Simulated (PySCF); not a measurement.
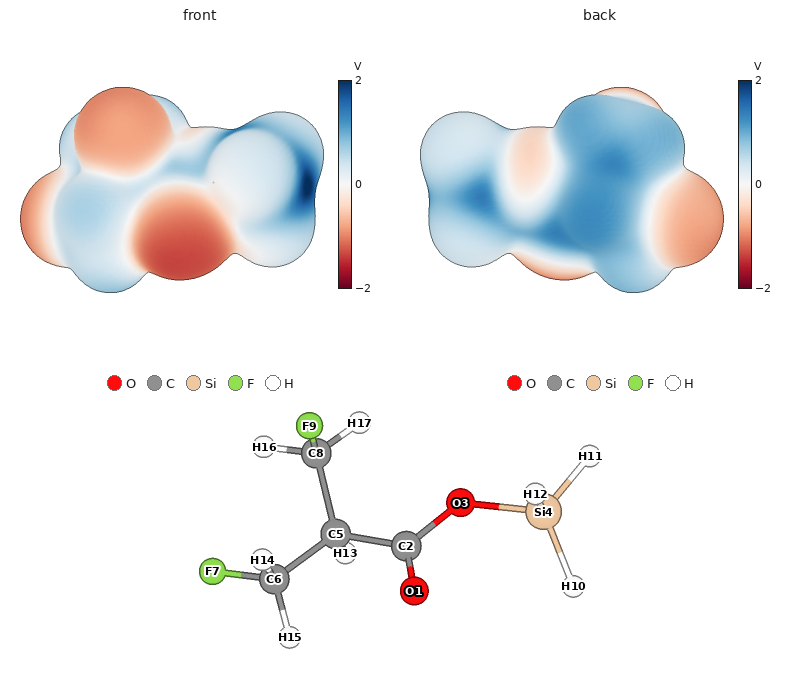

The picture shows: C4H8F2O2Si (SMILES O=C(O[SiH3])C(CF)CF). The electrostatic potential painted on the density surface at 0.002 e/bohr³, seen from the front and from behind; the colour scale runs from red (negative) to blue (positive). The bare structure is drawn below in the same view.

Geometry: PBE0-D3(BJ)/def2-SVP.

These are results of PBE0/pcSseg-1, SCF density, gas phase, non-relativistic in PySCF 2.14.0, not measurements.

Input

```
{"job": {"kind": "nmr", "xc": "PBE0", "basis": "pcSseg-1"}, "charge": 0, "multiplicity": 1}
O      1.033606    -0.850739     1.137645
C      0.549979    -0.320948     0.168247
O      1.266525     0.441321    -0.656704
Si     2.930526     0.673751    -0.269064
C     -0.896055    -0.458028    -0.246034
C     -1.683874    -1.207235     0.814123
F     -2.963961    -1.409711     0.357815
C     -1.514156     0.889182    -0.570067
F     -1.432822     1.701740     0.535598
H      3.642183    -0.630449    -0.296367
H      3.398696     1.551588    -1.372424
H      3.055884     1.355239     1.044287
H     -0.902620    -1.050885    -1.179213
H     -1.723026    -0.616930     1.743136
H     -1.217625    -2.178872     1.034328
H     -2.574747     0.753281    -0.833656
H     -0.979934     1.370014    -1.403591
```

Command:

```sh
OMP_NUM_THREADS=1 python probes_run.py task.json out
```

Describe the electrostatic potential map.

The most negative region (about −1.3 V, or −30 kcal/mol for a unit charge) lies over O1, the most positive (about +1.9 V, or +44 kcal/mol for a unit charge) over Si4. O1 is the likeliest acceptor of a hydrogen bond.

What dipole moment does the calculation give?

Its dipole moment is 2.54 D.
